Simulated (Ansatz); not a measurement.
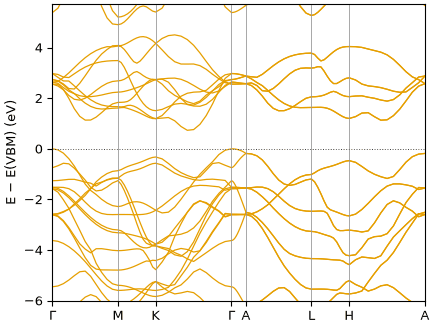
Band structure from plane-wave PAW LDA (Ansatz code)

### Question
Read off the gap and where the band edges lie.

### Answer
About 0.7 eV (0.72 eV by a search for the band edges); maximum at Γ, minimum on the K–Γ line, 45 % of the way from K.

The material is MoSe$_{2}$ in space group P6_3/mmc (No. 194; Mo on 2c, Se on 4f).

The cell was relaxed with LDA under the symmetry of its start; phonons on a q-mesh show no instability. No spin polarisation was allowed. A crystal of weakly bound layers computed without a dispersion correction: the cell and the soft elastic constants depend strongly on that. Scalar-relativistic: spin–orbit coupling is off unless named, which matters more the heavier the elements.

Potentials: the later of the program's two PAW sets.
